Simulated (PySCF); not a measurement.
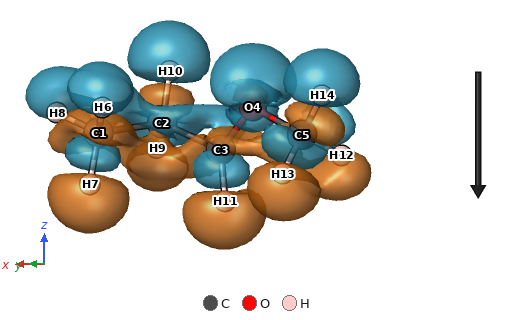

C$_{4}$H$_{9}$O, doublet, SMILES `CC[CH]OC`. Change of the electron density in a uniform field of 0.26 V/Å along −z (arrow), surfaces at ±0.0015 e/Å³ (light blue: gain, orange: loss).

Computed with PySCF, B3LYP/aug-cc-pVDZ, geometry: GFN2-xTB. No frequency check shows the geometry to be a minimum. The stability of the open-shell solution wasn't checked. GFN2-xTB doesn't know the spin state, so this open-shell geometry is rough.

The field was applied in both directions; the picture shows the one opposite to the script's first.

> How large is the response?

The induced dipole is 0.67 D (along the field); α along this axis, from the fields in both directions, is 53 bohr³ (7.9 Å³).

The PySCF run took 2.8 min on 1 thread of Arm Neoverse V1 (shared host), peak memory 0.91 GiB.
